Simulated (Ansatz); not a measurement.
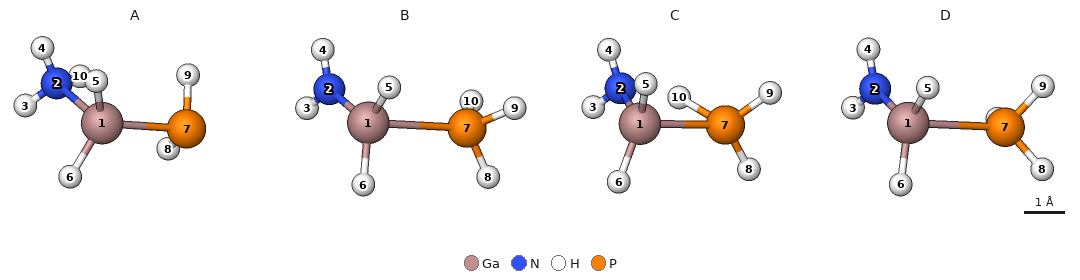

4 geometries from a converged minimum-energy path of GaPNH₇, made up at the start of GaNH$_{4}$ and PH$_{3}$, shuffled. Style: ball-and-stick. Shown from a free direction.

These are results of Ansatz 0.2.0, RKS PBE0/def2-SVP, not measurements. Settings: 5 movable images; climbing image; force threshold 0.03 eV/Å; iteration limit 60; starting path through a guess of the saddle point.

**Which of them lies highest in energy?**

C. In order along the path, whose images run from 0 to 6: B (image 0, 0.0 kcal/mol), D (image 2, 0.0 kcal/mol), C (image 4, +13.7 kcal/mol), A (image 6, −18.9 kcal/mol). A hydrogen atom shifts from one atom to another. Breaking: P7–H10 (1.42 → 1.59 at the top → 3.30 Å). Forming: N2–H10 (3.81 → 1.55 at the top → 1.02 Å).

Cost: 4.2 min on 2 threads of Arm Neoverse V2, with other jobs on the host, peak memory 0.22 GiB.
